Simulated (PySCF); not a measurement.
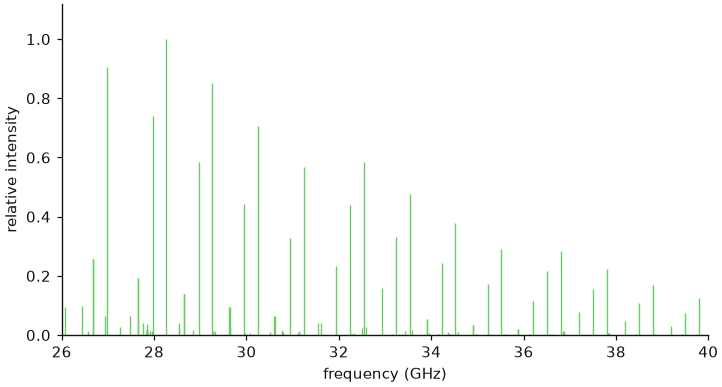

C₇H₁₄AlNS, SMILES C[N+](C)(C)[AlH2-][c]1cccs1, singlet. Simulated rotational absorption lines between 26 and 40 GHz at 1.5 K: rigid rotor with the equilibrium constants and dipole of one optimised conformer (PBE0-D3(BJ)/def2-SVP, PySCF), commonest isotopes; no centrifugal distortion, hyperfine structure, internal rotation or nuclear-spin weights; lines within 1 MHz of each other are summed.

What are the rotational constants, and what kind of rotor is it?

Rotational constants A, B, C = 2.136, 0.5277, 0.4666 GHz; Ray's κ = −0.93, a near-prolate asymmetric top.

Which dipole components drive the lines?

|μa|, |μb|, |μc| = 4.27, 3.81, 0.05 D; b-type lines carry 100 % of the intensity in this range.

Note: coarse grid, loose stop and no frequency check, small forces are noise and the end may be a saddle.
